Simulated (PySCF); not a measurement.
# One shape, several levels: WClOF3 (SMILES [O]=[W]([F])([F])([F])[Cl])

Wanted: a comparison of 4 runs (HF/def2-SVP, PBE0/def2-SVP, r2SCAN/def2-SVP, MP2/def2-SVPD) of WClOF3. 

The calculation is run with PySCF 2.14.0.

**1. Starting point**

WClOF3 has 6 atoms, charge 0, and is taken as a singlet. SMILES: `[O]=[W]([F])([F])([F])[Cl]`. The shape is that of a PBE0-D4/def2-TZVP optimisation.

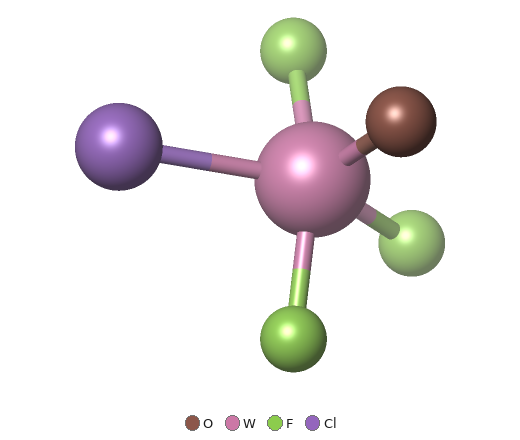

The structure, seen from a chosen angle (oxygen brown, tungsten pink, fluorine green, chlorine purple).

**2. Energy and gradient at HF/def2-SVP (core potential) (run 1)**

The input, calc.py:

```python
from pyscf import gto, scf

system = gto.M(
    atom='''
O   -0.310300  -1.609200   0.574400
W    0.026800  -0.087600  -0.025500
F    1.563800   0.388200   0.888900
F   -1.292900   0.158600  -1.299200
F    1.156400  -0.289700  -1.479000
Cl  -1.101600   1.375800   1.294100
''',
    max_memory=1860,
    basis='def2-svp',
    ecp={'W': 'def2-svp'},
    verbose=3,
)

calc0 = scf.RHF(system)
calc0.conv_tol = 1e-10
calc0.kernel()
if not calc0.converged:
    calc0 = calc0.newton().run(calc0.mo_coeff, calc0.mo_occ)

e_tot = calc0.e_tot
print('Final energy', e_tot)
grad = calc0.nuc_grad_method().kernel()
calc0.analyze()
```

Started as:

```
$ OMP_NUM_THREADS=1 python calc.py
```

Output:

```text
converged SCF energy = -898.793105392719
[... 26 lines left out ...]
MO #16  energy= -1.56120061664138  occ= 2
[... 17 lines left out ...]
MO #34  energy= -0.0379148408603078 occ= 0
[... 17 lines left out ...]
MO #52  energy= 0.904414996115877  occ= 0
[... 17 lines left out ...]
MO #70  energy= 1.51196737864606   occ= 0
[... 17 lines left out ...]
MO #88  energy= 3.15776238725735   occ= 0
[... 17 lines left out ...]
MO #106 energy= 575.822095233324   occ= 0
[... 7 lines left out ...]
Dipole moment(X, Y, Z, Debye): -0.31187,  0.74995,  0.32704
```

Run time: 14 s. Hardware: 1 thread of Intel Xeon at 2.70GHz, shared host; peak memory 0.24 GiB.

**3. Energy and gradient at PBE0/def2-SVP (core potential) (run 2)**

The input, run.py:

```python
from pyscf import gto, dft

mol = gto.M(
    atom='''
O     -0.310300    -1.609200     0.574400
W      0.026800    -0.087600    -0.025500
F      1.563800     0.388200     0.888900
F     -1.292900     0.158600    -1.299200
F      1.156400    -0.289700    -1.479000
Cl    -1.101600     1.375800     1.294100
''',
    ecp={'W': 'def2-svp'},
    max_memory=1860,
    basis='def2-svp',
    verbose=4,
)

ks = dft.RKS(mol)
ks.xc = 'pbe0'
ks.conv_tol = 1e-10
ks.grids.level = 5
ks.kernel()
if not ks.converged:
    ks = ks.newton().run(ks.mo_coeff, ks.mo_occ)

energy = ks.e_tot
print(f'total energy: {energy:.8f} hartree')
grad = ks.nuc_grad_method().kernel()
dip = ks.dip_moment()
pop, q = ks.mulliken_pop()
```

Started as:

```
$ OMP_NUM_THREADS=1 python run.py
```

Output:

```text
PySCF version 2.14.0

[... 79 lines left out ...]
converged SCF energy = -901.328851710632
total energy: -901.32885171 hartree
[... 13 lines left out ...]
Dipole moment(X, Y, Z, Debye): -0.19659,  0.59676,  0.19278
[... 113 lines left out ...]
charge of    5Cl =     -0.22085
```

Wall time 45 s (1 thread of Intel Xeon at 2.70GHz, shared host); peak memory 1.1 GiB.

Run 3 isn't shown in full; the table further down has it.

**4. Energy and gradient at MP2/def2-SVPD (core potential) (run 4)**

The input, start.xyz:

```xyz
6

O     -0.310300    -1.609200     0.574400
W      0.026800    -0.087600    -0.025500
F      1.563800     0.388200     0.888900
F     -1.292900     0.158600    -1.299200
F      1.156400    -0.289700    -1.479000
Cl    -1.101600     1.375800     1.294100
```

The input, input.py:

```python
import pyscf.grad
from pyscf import gto, scf, mp

mol = gto.Mole()
mol.atom = 'start.xyz'
mol.ecp = {'W': 'def2-svp'}
mol.max_memory = 1860
mol.verbose = 4
mol.charge = 0
mol.basis = 'def2-svpd'
mol.build()

hf = scf.RHF(mol)
hf.conv_tol = 1e-10
hf.kernel()
if not hf.converged:
    hf = hf.newton().run(hf.mo_coeff, hf.mo_occ)

pt = mp.MP2(hf, frozen=9).run()
etot = pt.e_tot
print(f'total energy: {etot:.8f} hartree')
grad = pt.Gradients().kernel()
dip = hf.dip_moment()
pop, q = hf.mulliken_pop()
```

Started as:

```
$ OMP_NUM_THREADS=1 python input.py
```

Output:

```text
PySCF version 2.14.0

[... 70 lines left out ...]
converged SCF energy = -898.827206971666
[... 8 lines left out ...]
total energy: -900.16800176 hartree
[... 9 lines left out ...]
Dipole moment(X, Y, Z, Debye): -0.30574,  0.76758,  0.31722
[... 161 lines left out ...]
charge of    5Cl =     -0.62177
```

Run time: 90 s. Hardware: 1 thread of Intel Xeon at 2.70GHz, shared host; peak memory 2 GiB.

**5. All runs side by side**

| run | level | integration grid | frozen core orbitals | energy (Eh) | dipole moment (D) of the reference | HOMO energy (eV) | LUMO energy (eV) | wall time |
| --- | --- | --- | --- | --- | --- | --- | --- | --- |
| 1 | HF/def2-SVP (core potential) | – | – | -898.793105 | 0.88 | -13.93 | -1.03 | 14 s |
| 2 | PBE0/def2-SVP (core potential) | 5 | – | -901.328852 | 0.66 | -10.28 | -4.39 | 45 s |
| 3 | r2SCAN/def2-SVP (core potential) | 5 | – | -901.726847 | 0.58 | -9.18 | -5.09 | 60 s |
| 4 | MP2/def2-SVPD (core potential) | – | 9 | -900.168002 | 0.89 | -13.90 | -1.08 | 90 s |

**6. Summary of results**

| quantity | value |
| --- | --- |
| run 4: total energy | -900.16800 Eh |
| run 4: dipole moment (Hartree–Fock density) | 0.89 D |
| run 4: HOMO energy (Hartree–Fock orbitals) | -13.90 eV |
| run 4: LUMO energy (Hartree–Fock orbitals) | -1.08 eV |
| run 4: HOMO–LUMO gap (Hartree–Fock orbitals) | 12.82 eV |
| run 4: correlation energy (9 core orbitals frozen) | -1340.8 mEh |
| run 4: largest force on an atom | 2.573 eV/Å |

In words: Over runs 1, 2, 3 the dipole moment (its size) runs from 0.58 D (r2SCAN/def2-SVP) to 0.88 D (HF/def2-SVP). Over runs 1, 2, 3 the HOMO–LUMO gap runs from 4.09 eV (r2SCAN/def2-SVP) to 12.90 eV (HF/def2-SVP). Exact exchange widens orbital gaps. Totals of different functionals can't be ranked against each other. All runs together took 3.5 min, the longest 90 s.
